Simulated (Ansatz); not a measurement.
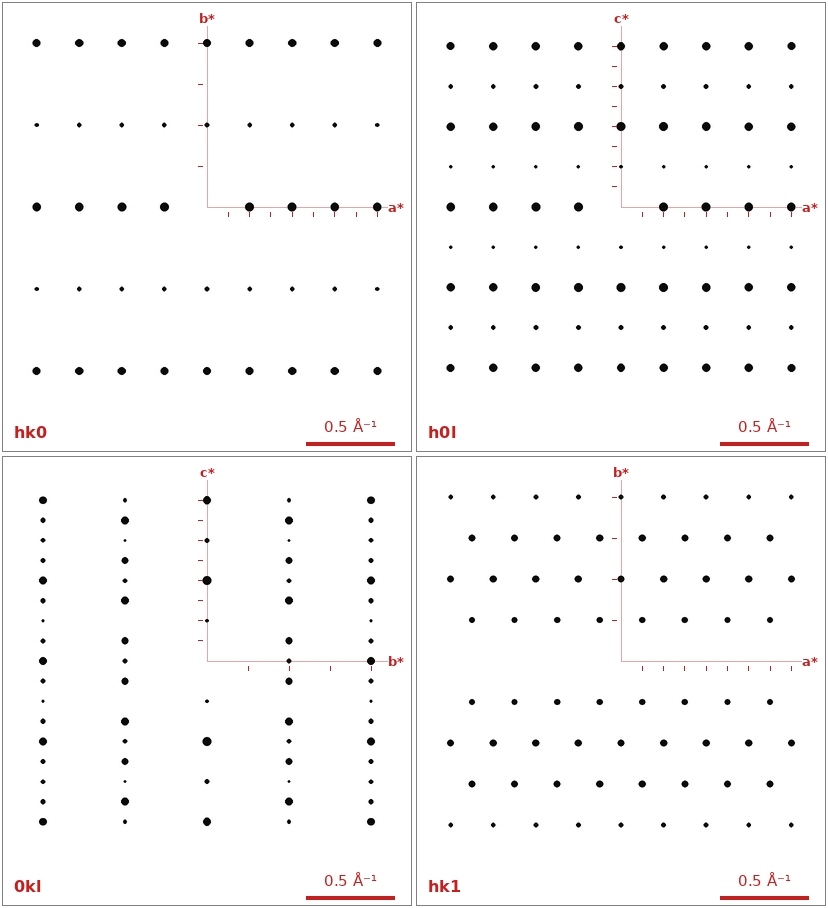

Four undistorted layers of reciprocal space, calculated for a single crystal (neutrons, kinematic |F|², B = 0.5 Å²). Tick marks count the reciprocal lattice steps of the conventional cell along each axis.

Question: What cell do the layers give?

Answer: a* = 0.121, b* = 0.234, c* = 0.115 Å⁻¹; the cell is orthorhombic with a = 8.24 Å, b = 4.28 Å, c = 8.73 Å.

Question: Which reflection conditions do the layers show?

Answer: Reflections are present only under these conditions. hkl: h + k = 2n; hk0: h = 2n, k = 2n; h0l: h = 2n, l = 2n; 0kl: k = 2n; h00: h = 2n; 0k0: k = 2n; 00l: l = 2n. The lattice is C-centred (C). A few very weak reflections are below the display threshold.

Question: Which space groups fit?

Answer: The intensities have Laue symmetry mmm (the hk0 layer shows 2mm, hk1 shows 2mm). With these conditions the candidates are C2ce (No. 41), Cmce (No. 64) (symbols for these axes; some are non-standard settings). Diffraction geometry alone does not choose among them; the structure has Cmce. The compound is Br. Structure: coordinates from a relaxation at fixed volume with DFT PBE, spin-orbit coupling, plane waves, PAW in Ansatz.
